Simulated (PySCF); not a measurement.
**Geometry relaxation of HBr (charge +1) (part 2 of 2)**

Continued. System: HBr, charge +1, multiplicity 2. Method: UKS-o3lyp/cc-pvtz-dk, optimize (PySCF 2.14.0). 

Geometry of the input (Å):
```
H  0.0000  0.0000  0.0000
Br 0.0000  0.0000  1.5350
```

What the program printed, continued
```
----------------------------------------------
cycle 2: E = -2606.97710239  dE = -0.0021803  norm(grad) = 0.007974
Step    1 : Displace = 4.708e-02/4.708e-02 (rms/max) Trust = 1.000e-01 (=) Grad = 5.638e-03/5.638e-03 (rms/max) E (change) = -2606.9771023896 (-2.180e-03) Quality = 0.894
Hessian Eigenvalues: 5.00000e-02 5.00000e-02 5.00000e-02 ... 5.00000e-02 5.00000e-02 1.85816e-01

Geometry optimization cycle 3
Cartesian coordinates (Angstrom)
 Atom        New coordinates             dX        dY        dZ
   H   0.000000   0.000000   0.039052    0.000000 -0.000000 -0.008029
  Br  -0.000000  -0.000000   1.495948   -0.000000  0.000000  0.008029
New geometry
   1 H      0.000000000544   0.000000000131   0.039051523280 AA    0.000000001028   0.000000000247   0.073796683746 Bohr
   2 Br    -0.000000000544  -0.000000000131   1.495948476718 AA   -0.000000001028  -0.000000000247   2.826932917458 Bohr

******** <class 'pyscf.scf.hf.sfX2C1eUKS_Scanner'> ********
method = sfX2C1eUKS_Scanner
initial guess = minao
damping factor = 0
level_shift factor = 0
DIIS = <class 'pyscf.scf.diis.CDIIS'>
diis_start_cycle = 1
diis_space = 8
diis_damp = 0
SCF conv_tol = 1e-09
SCF conv_tol_grad = None
SCF max_cycles = 50
direct_scf = True
direct_scf_tol = 1e-13
number electrons alpha = 18  beta = 17
XC library pyscf.dft.libxc version 7.0.0
    S. Lehtola, C. Steigemann, M. J.T. Oliveira, and M. A.L. Marques.,  SoftwareX 7, 1–5 (2018)
XC functionals = o3lyp
    W.-M. Hoe, A. J. Cohen, and N. C. Handy.,  Chem. Phys. Lett. 341, 319–328 (2001)
    A. J. Cohen and N. C. Handy.,  Mol. Phys. 99, 607 (2001)
radial grids:
    Treutler-Ahlrichs [JCP 102, 346 (1995); DOI:10.1063/1.469408] (M4) radial grids

becke partition: Becke, JCP 88, 2547 (1988); DOI:10.1063/1.454033
pruning grids: <function nwchem_prune>
grids dens level: 3
symmetrized grids: False
atomic radii adjust function: <function treutler_atomic_radii_adjust>
small_rho_cutoff = 0

******** <class 'pyscf.x2c.sfx2c1e.SpinFreeX2CHelper'> ********
approx = 1e
xuncontract = 1
Set gradient conv threshold to 3.16228e-05
tot grids = 30232
init E= -2606.96964872034
  alpha nocc = 18  HOMO = -0.637980385591828  LUMO = -0.319667038609217
  beta  nocc = 17  HOMO = -0.620269676446591  LUMO = -0.560892887382668
  HOMO = -0.620269676447  LUMO = -0.560892887383  gap/eV = 1.61572
cycle= 1 E= -2606.97715672104  delta_E= -0.00751  |g|= 0.00434  |ddm|= 0.00771
  alpha nocc = 18  HOMO = -0.633820192712403  LUMO = -0.315829572995764
  beta  nocc = 17  HOMO = -0.616136153583105  LUMO = -0.55683582935617
  HOMO = -0.616136153583  LUMO = -0.556835829356  gap/eV = 1.61364
cycle= 2 E= -2606.97716168812  delta_E= -4.97e-06  |g|= 0.00339  |ddm|= 0.00568
  alpha nocc = 18  HOMO = -0.634281942523547  LUMO = -0.316450477360172
  beta  nocc = 17  HOMO = -0.616588125640032  LUMO = -0.557274181024675
  HOMO = -0.61658812564  LUMO = -0.557274181025  gap/eV = 1.61401
cycle= 3 E= -2606.97716810192  delta_E= -6.41e-06  |g|= 0.00036  |ddm|= 0.00241
  alpha nocc = 18  HOMO = -0.634451931577562  LUMO = -0.316494799712037
  beta  nocc = 17  HOMO = -0.616756757086369  LUMO = -0.557438687785479
  HOMO = -0.616756757086  LUMO = -0.557438687785  gap/eV = 1.61413
cycle= 4 E= -2606.97716818714  delta_E= -8.52e-08  |g|= 0.000168  |ddm|= 0.00044
  alpha nocc = 18  HOMO = -0.634433039983397  LUMO = -0.316500674884448
  beta  nocc = 17  HOMO = -0.616737858884742  LUMO = -0.557420932473062
  HOMO = -0.616737858885  LUMO = -0.557420932473  gap/eV = 1.61410
cycle= 5 E= -2606.97716819653  delta_E= -9.39e-09  |g|= 1.05e-05  |ddm|= 0.000101
  alpha nocc = 18  HOMO = -0.634434713476796  LUMO = -0.316504237088162
  beta  nocc = 17  HOMO = -0.616739382975465  LUMO = -0.557423063500183
  HOMO = -0.616739382975  LUMO = -0.5574230635  gap/eV = 1.61408
cycle= 6 E= -2606.97716819666  delta_E= -1.25e-10  |g|= 2.9e-06  |ddm|= 1.51e-05
  alpha nocc = 18  HOMO = -0.634434599297782  LUMO = -0.316503936993655
  beta  nocc = 17  HOMO = -0.616739178601375  LUMO = -0.557422872851081
  HOMO = -0.616739178601  LUMO = -0.557422872851  gap/eV = 1.61408
Extra cycle  E= -2606.97716819667  delta_E= -1.64e-11  |g|= 1.31e-06  |ddm|= 5.26e-06
converged SCF energy = -2606.97716819667  <S^2> = 0.75356909  2S+1 = 2.0035659

******** <class 'pyscf.grad.rhf.Gradients_Scanner'> for <class 'pyscf.scf.hf.sfX2C1eUKS_Scanner'> ********
unit = Eh/Bohr
grid_response = True
--------------- sfX2C1eUKS_Scanner gradients ---------------
         x                y                z
0 H     0.0000000000     0.0000000000    -0.0012077769
1 Br    -0.0000000000    -0.0000000000     0.0012077769
----------------------------------------------
cycle 3: E = -2606.9771682  dE = -6.58071e-05  norm(grad) = 0.00170805
Step    2 : Displace = 8.029e-03/8.029e-03 (rms/max) Trust = 1.414e-01 (+) Grad = 1.208e-03/1.208e-03 (rms/max) E (change) = -2606.9771681967 (-6.581e-05) Quality = 0.769
Hessian Eigenvalues: 5.00000e-02 5.00000e-02 5.00000e-02 ... 5.00000e-02 5.00000e-02 2.25618e-01

Geometry optimization cycle 4
Cartesian coordinates (Angstrom)
 Atom        New coordinates             dX        dY        dZ
   H   0.000000   0.000000   0.040468   -0.000000 -0.000000  0.001416
  Br  -0.000000  -0.000000   1.494532    0.000000  0.000000 -0.001416
New geometry
   1 H      0.000000000529   0.000000000065   0.040467918394 AA    0.000000001000   0.000000000124   0.076473282596 Bohr
   2 Br    -0.000000000529  -0.000000000065   1.494532081605 AA   -0.000000001000  -0.000000000124   2.824256318609 Bohr

******** <class 'pyscf.scf.hf.sfX2C1eUKS_Scanner'> ********
method = sfX2C1eUKS_Scanner
initial guess = minao
damping factor = 0
level_shift factor = 0
DIIS = <class 'pyscf.scf.diis.CDIIS'>
diis_start_cycle = 1
diis_space = 8
diis_damp = 0
SCF conv_tol = 1e-09
SCF conv_tol_grad = None
SCF max_cycles = 50
direct_scf = True
direct_scf_tol = 1e-13
number electrons alpha = 18  beta = 17
XC library pyscf.dft.libxc version 7.0.0
    S. Lehtola, C. Steigemann, M. J.T. Oliveira, and M. A.L. Marques.,  SoftwareX 7, 1–5 (2018)
XC functionals = o3lyp
    W.-M. Hoe, A. J. Cohen, and N. C. Handy.,  Chem. Phys. Lett. 341, 319–328 (2001)
    A. J. Cohen and N. C. Handy.,  Mol. Phys. 99, 607 (2001)
radial grids:
    Treutler-Ahlrichs [JCP 102, 346 (1995); DOI:10.1063/1.469408] (M4) radial grids

becke partition: Becke, JCP 88, 2547 (1988); DOI:10.1063/1.454033
pruning grids: <function nwchem_prune>
grids dens level: 3
symmetrized grids: False
atomic radii adjust function: <function treutler_atomic_radii_adjust>
small_rho_cutoff = 0

******** <class 'pyscf.x2c.sfx2c1e.SpinFreeX2CHelper'> ********
approx = 1e
xuncontract = 1
Set gradient conv threshold to 3.16228e-05
tot grids = 30232
init E= -2606.97850768062
  alpha nocc = 18  HOMO = -0.633940069387351  LUMO = -0.315175202365336
  beta  nocc = 17  HOMO = -0.616248570504666  LUMO = -0.556939910796847
  HOMO = -0.616248570505  LUMO = -0.556939910797  gap/eV = 1.61387
cycle= 1 E= -2606.97717119244  delta_E= 0.00134  |g|= 0.00076  |ddm|= 0.00135
  alpha nocc = 18  HOMO = -0.634670981803127  LUMO = -0.315847935995098
  beta  nocc = 17  HOMO = -0.616974834619038  LUMO = -0.557652808707938
  HOMO = -0.616974834619  LUMO = -0.557652808708  gap/eV = 1.61423
cycle= 2 E= -2606.97717134541  delta_E= -1.53e-07  |g|= 0.000595  |ddm|= 0.000996
  alpha nocc = 18  HOMO = -0.634589343069766  LUMO = -0.31573919308987
  beta  nocc = 17  HOMO = -0.616894898426089  LUMO = -0.557575222056431
  HOMO = -0.616894898426  LUMO = -0.557575222056  gap/eV = 1.61417
cycle= 3 E= -2606.97717154175  delta_E= -1.96e-07  |g|= 6.25e-05  |ddm|= 0.000421
  alpha nocc = 18  HOMO = -0.634559595430709  LUMO = -0.315731351828854
  beta  nocc = 17  HOMO = -0.616865386926026  LUMO = -0.557546419814563
  HOMO = -0.616865386926  LUMO = -0.557546419815  gap/eV = 1.61415
cycle= 4 E= -2606.97717154432  delta_E= -2.57e-09  |g|= 2.93e-05  |ddm|= 7.66e-05
  alpha nocc = 18  HOMO = -0.634562893156979  LUMO = -0.315730315945716
  beta  nocc = 17  HOMO = -0.616868685598332  LUMO = -0.557549514916465
  HOMO = -0.616868685598  LUMO = -0.557549514916  gap/eV = 1.61416
cycle= 5 E= -2606.97717154461  delta_E= -2.88e-10  |g|= 1.84e-06  |ddm|= 1.78e-05
  alpha nocc = 18  HOMO = -0.634562525694867  LUMO = -0.315729752642663
  beta  nocc = 17  HOMO = -0.616868342981845  LUMO = -0.55754906979106
  HOMO = -0.616868342982  LUMO = -0.557549069791  gap/eV = 1.61416
Extra cycle  E= -2606.97717154461  delta_E= -3.64e-12  |g|= 1.1e-06  |ddm|= 2.68e-06
converged SCF energy = -2606.97717154461  <S^2> = 0.75356078  2S+1 = 2.0035576

******** <class 'pyscf.grad.rhf.Gradients_Scanner'> for <class 'pyscf.scf.hf.sfX2C1eUKS_Scanner'> ********
unit = Eh/Bohr
grid_response = True
--------------- sfX2C1eUKS_Scanner gradients ---------------
         x                y                z
0 H    -0.0000000000     0.0000000000    -0.0000403305
1 Br     0.0000000000    -0.0000000000     0.0000403305
----------------------------------------------
cycle 4: E = -2606.97717154  dE = -3.34794e-06  norm(grad) = 5.7036e-05
Step    3 : Displace = 1.416e-03/1.416e-03 (rms/max) Trust = 2.000e-01 (+) Grad = 4.033e-05/4.033e-05 (rms/max) E (change) = -2606.9771715446 (-3.348e-06) Quality = 1.036
Hessian Eigenvalues: 5.00000e-02 5.00000e-02 5.00000e-02 ... 5.00000e-02 5.00000e-02 2.18084e-01

Geometry optimization cycle 5
Cartesian coordinates (Angstrom)
 Atom        New coordinates             dX        dY        dZ
   H   0.000000   0.000000   0.040517    0.000000 -0.000000  0.000049
  Br  -0.000000  -0.000000   1.494483   -0.000000  0.000000 -0.000049
New geometry
   1 H      0.000000001290   0.000000000064   0.040516849103 AA    0.000000002438   0.000000000121   0.076565748234 Bohr
   2 Br    -0.000000001290  -0.000000000064   1.494483150897 AA   -0.000000002438  -0.000000000121   2.824163852972 Bohr

******** <class 'pyscf.scf.hf.sfX2C1eUKS_Scanner'> ********
method = sfX2C1eUKS_Scanner
initial guess = minao
damping factor = 0
level_shift factor = 0
DIIS = <class 'pyscf.scf.diis.CDIIS'>
diis_start_cycle = 1
diis_space = 8
diis_damp = 0
SCF conv_tol = 1e-09
SCF conv_tol_grad = None
SCF max_cycles = 50
direct_scf = True
direct_scf_tol = 1e-13
number electrons alpha = 18  beta = 17
XC library pyscf.dft.libxc version 7.0.0
    S. Lehtola, C. Steigemann, M. J.T. Oliveira, and M. A.L. Marques.,  SoftwareX 7, 1–5 (2018)
XC functionals = o3lyp
    W.-M. Hoe, A. J. Cohen, and N. C. Handy.,  Chem. Phys. Lett. 341, 319–328 (2001)
    A. J. Cohen and N. C. Handy.,  Mol. Phys. 99, 607 (2001)
radial grids:
    Treutler-Ahlrichs [JCP 102, 346 (1995); DOI:10.1063/1.469408] (M4) radial grids

becke partition: Becke, JCP 88, 2547 (1988); DOI:10.1063/1.454033
pruning grids: <function nwchem_prune>
grids dens level: 3
symmetrized grids: False
atomic radii adjust function: <function treutler_atomic_radii_adjust>
small_rho_cutoff = 0

******** <class 'pyscf.x2c.sfx2c1e.SpinFreeX2CHelper'> ********
approx = 1e
xuncontract = 1
Set gradient conv threshold to 3.16228e-05
tot grids = 30232
init E= -2606.97721765369
  alpha nocc = 18  HOMO = -0.634545630135865  LUMO = -0.315683780916681
  beta  nocc = 17  HOMO = -0.616851599454356  LUMO = -0.557532578708913
  HOMO = -0.616851599454  LUMO = -0.557532578709  gap/eV = 1.61415
cycle= 1 E= -2606.97717154805  delta_E= 4.61e-05  |g|= 2.64e-05  |ddm|= 4.68e-05
  alpha nocc = 18  HOMO = -0.634570667325441  LUMO = -0.315706999606197
  beta  nocc = 17  HOMO = -0.616876484369486  LUMO = -0.557557002911442
  HOMO = -0.616876484369  LUMO = -0.557557002911  gap/eV = 1.61417
cycle= 2 E= -2606.97717154823  delta_E= -1.81e-10  |g|= 2.07e-05  |ddm|= 3.46e-05
  alpha nocc = 18  HOMO = -0.634565888773413  LUMO = -0.315700281426144
  beta  nocc = 17  HOMO = -0.616871814198905  LUMO = -0.557552472018133
  HOMO = -0.616871814199  LUMO = -0.557552472018  gap/eV = 1.61416
Extra cycle  E= -2606.97717154828  delta_E= -5.18e-11  |g|= 1.78e-05  |ddm|= 2.64e-05
converged SCF energy = -2606.97717154828  <S^2> = 0.75356043  2S+1 = 2.0035573

******** <class 'pyscf.grad.rhf.Gradients_Scanner'> for <class 'pyscf.scf.hf.sfX2C1eUKS_Scanner'> ********
unit = Eh/Bohr
grid_response = True
--------------- sfX2C1eUKS_Scanner gradients ---------------
         x                y                z
0 H     0.0000000000    -0.0000000000    -0.0000030139
1 Br    -0.0000000000     0.0000000000     0.0000030139
----------------------------------------------
cycle 5: E = -2606.97717155  dE = -3.6689e-09  norm(grad) = 4.26228e-06
```

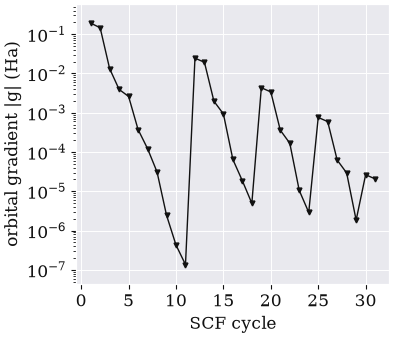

Figure 1. Convergence of the self-consistent field: orbital gradient |g| against the SCF cycle. All cycles printed in the log are drawn one after another.

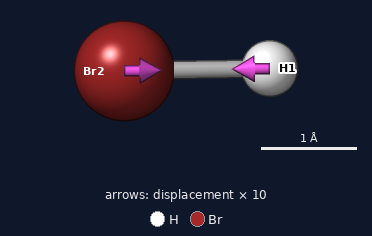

Figure 2. The starting structure with the displacements as pink arrows, magnified 10 times (ball-and-stick view, seen at a tilt). The two geometries are laid on each other by the best rigid fit. The largest moves after the best rigid fit, 0.041 Å, are those of H1 and Br2. By element the largest moves are H 0.041 Å, Br 0.041 Å. Distances before and after: H1–Br2 1.535 → 1.454 Å. (Atoms are counted from 1 in the order of the input.)

```
Step    4 : Displace = 4.893e-05/4.893e-05 (rms/max) Trust = 2.828e-01 (+) Grad = 3.014e-06/3.014e-06 (rms/max) E (change) = -2606.9771715483 (-3.669e-09) Quality = 0.984
Hessian Eigenvalues: 5.00000e-02 5.00000e-02 5.00000e-02 ... 5.00000e-02 5.00000e-02 2.18084e-01
Converged! =D

    #| If this code has benefited your research, please support us by citing: |#
    #| Wang, L.-P.; Song, C.C. (2016) "Geometry optimization made simple with |#
    #| translation and rotation coordinates", J. Chem, Phys. 144, 214108.     |#
    #|                                     |#
optimised geometry (angstrom)
H           0.00000000        0.00000000        0.04051685
Br         -0.00000000       -0.00000000        1.49448315
orbital energies (hartree): [array([-0.75  , -0.682 , -0.6309, -0.3457, -0.0932, -0.0351]), array([-1.1124, -0.7371, -0.6132, -0.5539, -0.3375, -0.0861])]
```

Results in brief

```json
{"quantity": "outcome", "value": "converged"}
{"quantity": "SCF energy at the first geometry", "value": "−2606.974922 hartree"}
{"quantity": "⟨S²⟩", "value": "0.754"}
{"quantity": "hardware", "value": "1 CPU thread, shared host"}
{"quantity": "wall time", "value": "36 s"}
```
